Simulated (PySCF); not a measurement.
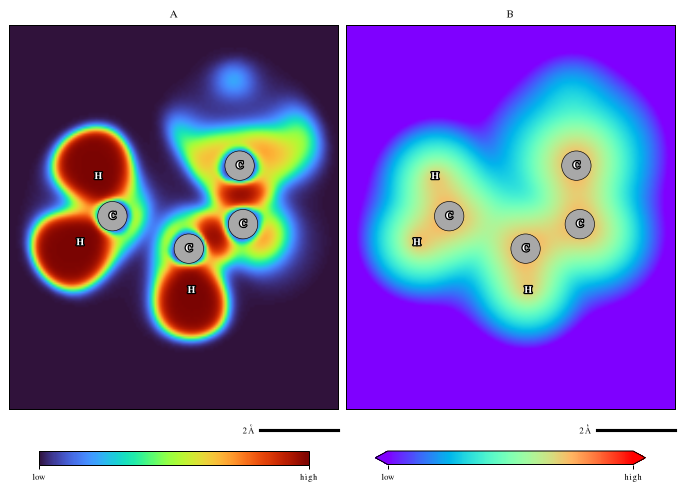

C6H12N (charge +1): 2 fields on the plane of atoms C2, C3 and C4, with unlabelled colour scales. Grey discs cover the atomic cores.

Geometry: GFN2-xTB, NEB image 0 of 0 to 8.

These are results of PBE0/pcSseg-1, SCF density, gas phase, non-relativistic in PySCF 2.14.0, not measurements.

Question: Which field does each panel show? The fields are: electron density and electron localisation function.

Answer: Panel A: electron localisation function. Panel B: electron density. From the grid: C–C (1.50 Å): ρ is about 1.7 e/Å³ halfway; the ELF peaks at about 0.95 between the atoms; localised, covalent bonding.
